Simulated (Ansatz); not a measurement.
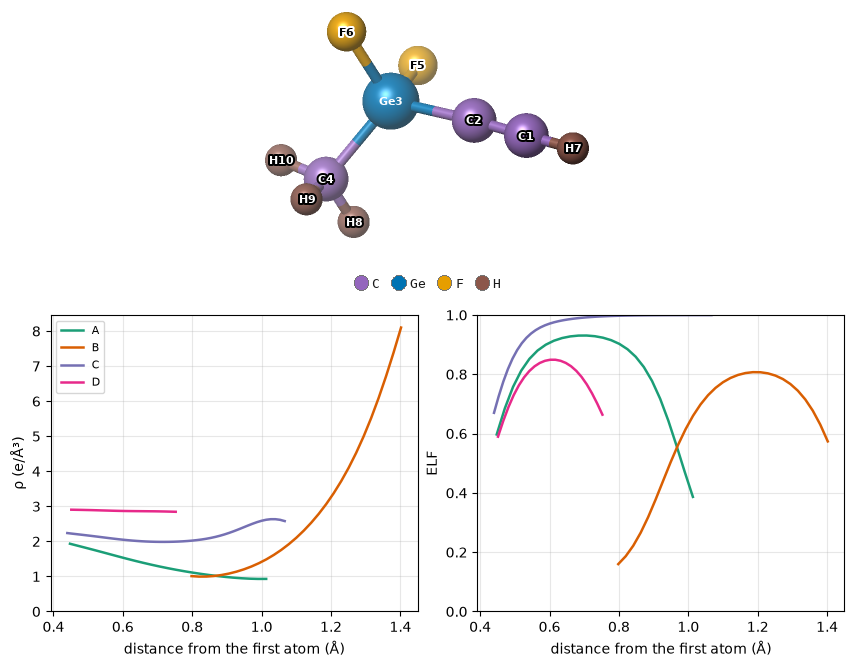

Figure. C$_{3}$H$_{4}$F$_{2}$Ge (SMILES C#[C][Ge]([CH3])([F])[F]). Electron density and ELF along straight lines between neighbouring atoms. The curves leave out the atomic cores. The structure is drawn too.

Geometry: PBE0-D4/def2-TZVP.

Theory: RKS PBE0-D4/def2-TZVPP (Ansatz).

Input

```
crystal:
  periodic: [false, false, false]
  atoms:
    - {symbol: C, position_ang: [1.626020, 1.826135, -1.233737]}
    - {symbol: C, position_ang: [0.727640, 1.091803, -0.913069]}
    - {symbol: Ge, position_ang: [-0.630900, -0.084313, -0.344063]}
    - {symbol: C, position_ang: [-0.295366, -1.123112, 1.231515]}
    - {symbol: F, position_ang: [-0.994857, -1.129559, -1.667554]}
    - {symbol: F, position_ang: [-2.066317, 0.849626, -0.134398]}
    - {symbol: H, position_ang: [2.415544, 2.480353, -1.527091]}
    - {symbol: H, position_ang: [0.587020, -1.744893, 1.079909]}
    - {symbol: H, position_ang: [-0.127753, -0.459072, 2.079551]}
    - {symbol: H, position_ang: [-1.157830, -1.758268, 1.431836]}
basis:
  gaussian: {orbitals: def2-TZVPP}
hamiltonian: {xc: pbe0, dispersion: d4}
output: {orbitals: {seedname: orbitals}}
```

Run with:

```sh
ansatz run in.yaml --threads 4 --pin off --events-out ev --progress --plain --max-ram 10444MiB
```

Q: Which curve belongs to which contact (C–C, C–Ge, C–H and Ge–F)? The first atom named is at distance zero.

A: Curve A: C–Ge (1.88 Å): the density is about 0.95 e/Å³ at the midpoint; the ELF peaks at about 0.95 in the valence shell of C, 0.7 Å from its nucleus, and is about 0.65 at the midpoint. Curve B: Ge–F (1.73 Å): the density is about 1 e/Å³ at the midpoint; the ELF peaks at about 0.80 in the valence shell of F, 0.5 Å from its nucleus, and is about 0.25 at the midpoint. Curve C: C–H (1.07 Å): ρ is about 2.1 e/Å³ halfway; the ELF climbs to about 1 towards the hydrogen, as it does in any bond to H; a covalent bond by its length. Curve D: C–C (1.20 Å): ρ is about 2.9 e/Å³ halfway; the ELF peaks at about 0.85 between the atoms: a short, multiple covalent bond.
